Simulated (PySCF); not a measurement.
Vertical excitations of a molecule C₂H₆N₂OSi from TDA-PBE/def2-SVPD (PySCF), as energy in eV (oscillator strength): 6.13 (0.002), 6.42 (0.006), 6.62 (0.003), 6.68 (0.042), 6.70 (0.009), 6.92 (0.011), 7.01 (0.017), 7.12 (0.004), 7.30 (0.013), 7.37 (0.061). Lowest triplet (TDA): 6.06 eV. Geometry: r2SCAN-D4/def2-SVP. The values are those of a single conformer.

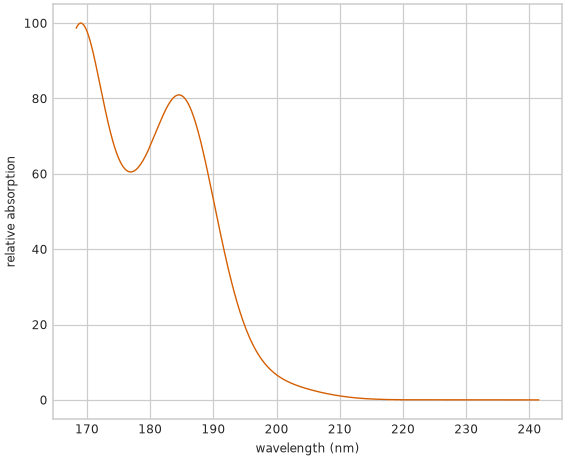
Figure: The lines broadened by 0.4 eV.

Problem. Which molecule gave these data?
A. CC1=N[Si@@H](N)O1
B. C[Si@@H](N)OC#N
C. CN[Si@@H]1N=CO1
D. NC[SiH2]N=C=O

Solution. B, C[Si@@H](N)OC#N
